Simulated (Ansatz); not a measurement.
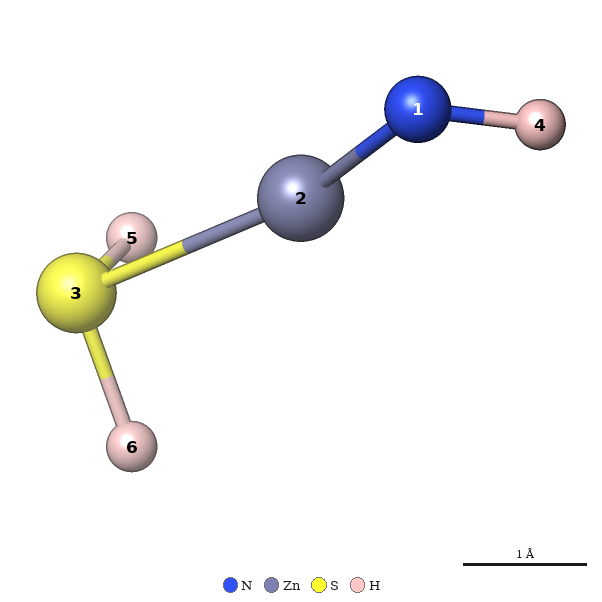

Orthographic view. Depth is shown by fading: the farther an atom, the more it takes the colour of the background. Computed geometry: PBE0-D4/def2-TZVP optimisation. No frequency run is at hand to confirm it as a minimum.

Write a Z-matrix (Å, degrees) in the order of the atom numbers, with these reference atoms: 2 to 1; 3 to 2, 1; 4 to 1, 2, 3; 5 to 3, 2, 1; 6 to 3, 5, 2.

```
N  
Zn   1   1.748
S    2   2.402   1   163.6
H    1   1.025   2   108.9   3   180.0
H    3   1.346   2    97.9   1   132.9
H    3   1.346   5    93.0   2   -98.5
```
